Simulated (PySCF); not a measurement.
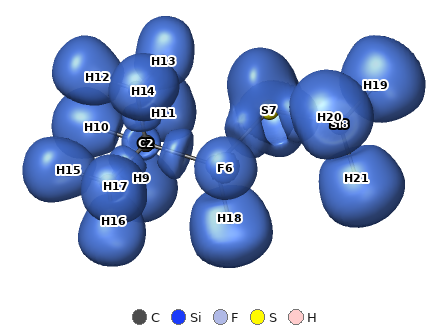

Figure. C4H13FSSi2. Isosurface of the electron localisation function at 0.75 (blue), seen at a tilt. Only the valence region is drawn (cores and ρ < 0.01 e/Å³ removed).

Geometry: GFN2-xTB.

These are results of PBE0/pcSseg-1, SCF density, gas phase, non-relativistic in PySCF, not measurements.

```yaml
atoms:
  - { symbol: C, position_ang: [-1.4154, 1.0794, -1.0756] }
  - { symbol: C, position_ang: [-1.1027, 0.0955, 0.0533] }
  - { symbol: C, position_ang: [-1.1850, 0.8327, 1.3939] }
  - { symbol: C, position_ang: [-2.1354, -1.0327, 0.0382] }
  - { symbol: Si, position_ang: [0.6363, -0.6449, -0.1810] }
  - { symbol: F, position_ang: [0.9284, -1.6743, 1.0360] }
  - { symbol: S, position_ang: [2.1001, 0.9110, -0.1032] }
  - { symbol: Si, position_ang: [3.9023, -0.1522, 0.3971] }
  - { symbol: H, position_ang: [-1.3996, 0.5801, -2.0424] }
  - { symbol: H, position_ang: [-2.4037, 1.5142, -0.9322] }
  - { symbol: H, position_ang: [-0.6847, 1.8849, -1.0941] }
  - { symbol: H, position_ang: [-2.1792, 1.2576, 1.5281] }
  - { symbol: H, position_ang: [-0.4594, 1.6427, 1.4319] }
  - { symbol: H, position_ang: [-0.9902, 0.1545, 2.2224] }
  - { symbol: H, position_ang: [-3.1348, -0.6307, 0.2004] }
  - { symbol: H, position_ang: [-2.1283, -1.5537, -0.9169] }
  - { symbol: H, position_ang: [-1.9288, -1.7571, 0.8227] }
  - { symbol: H, position_ang: [0.8171, -1.4845, -1.3530] }
  - { symbol: H, position_ang: [4.8746, 0.9240, 0.4761] }
  - { symbol: H, position_ang: [3.7041, -0.8383, 1.6641] }
  - { symbol: H, position_ang: [4.1755, -1.0912, -0.6839] }
```

Where are the electrons localised?

Answer. The surface consists of three regions between bonded C–C atoms (shared pairs), one region between bonded C–Si atoms (shared pairs), 13 regions around hydrogen nuclei, one region on S in which the atom's valence shell and bonds are merged and one region wrapped around F (its lone pairs, merged into a ring or cap). Along the contacts the grid gives the following. C–C (1.53 Å): the ELF peaks at about 0.95 between the atoms (a covalent bond). Si–F (1.62 Å): the ELF peaks at about 0.85 in the valence shell of F, 0.5 Å from its nucleus, and is about 0.50 at the midpoint.
